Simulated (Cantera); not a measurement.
Feed: 1 mol SiCl4, 0.49 mol NO, 2.8 mol N2, equilibrated at 0.0133 bar.

These are equilibrium values from Cantera (NASA tables, ideal gas, pure condensed phases), not measurements of a reactor. Candidate condensed phases: Si, SiO2, Si2N2O, Si3N4; 23 gas species. The tables hold silica as quartz up to 1696 K and as liquid above; real silica turns to tridymite and cristobalite and melts near 1996 K. Equilibrium is a limit: real reactors are often held back by kinetics, nucleation or transport.

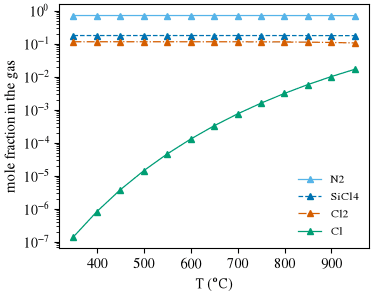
Figure: Equilibrium gas composition (values under 1e-9 drawn at 1e-9)

From 350 °C to 550 °C the condensed part is SiO2(α-quartz). From 600 °C to 950 °C the condensed part is SiO2(β-quartz). The main Si-bearing gas is SiCl4 throughout.
